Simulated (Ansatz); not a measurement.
# Fields on a plane of ZnO (wurtzite)

```xyz
4
Lattice="3.2352 0.0000 0.0000 -1.6176 2.8018 0.0000 0.0000 0.0000 5.2114" Properties=species:S:1:pos:R:3 pbc="T T T"
Zn     1.6176     0.9339     0.0126
Zn     0.0000     1.8678     2.6183
O      1.6176     0.9339     3.2456
O      0.0000     1.8678     0.6399
```

The slice is a (1 -1 0 0) plane (indices of the conventional cell) through the point (0.667, 0.333, 0.002) (fractional), spanned by u = [110] and v = [001] in vectors of this cell: u (3.24 Å) and v (5.21 Å, at 90° to u). It covers one period; positions are fractions (u, v).

Atoms on it: Zn at (0.00, 0.00); O at (0.00, 0.62). Other atoms lie within 1 Å of the plane.

Method: r2SCAN (plane waves to 500 eV, PAW, scalar-relativistic; Ansatz, a quantum-chemistry and plane-wave program). k mesh 12×12×7. Inside the PAW spheres the values are not all-electron values, and peaks at nuclei hang on which shells count as valence. ZnO was relaxed with its symmetry unable to fall.

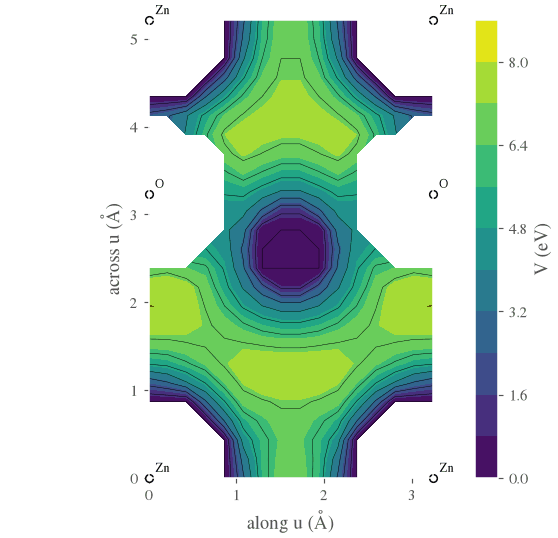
*Electrostatic potential energy of an electron, from the cell's mean, in eV, one period of the plane, atoms marked. Points within 0.8 Å of a nucleus are left white, as the pseudised field means little there. Values under 0 eV are set to 0. The zero, the cell's mean, hangs on the PAW cores.*

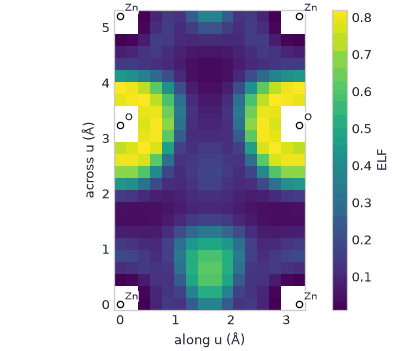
Electron localisation function (ELF), one period of the plane, atoms marked. Points within 0.4 Å of a nucleus are left white, as the pseudised field means little there.

The density on the Zn–O line (1.98 Å) at its density minimum, 0.9 Å from Zn is 0.59 e/Å³ and the ELF at that point is 0.2.
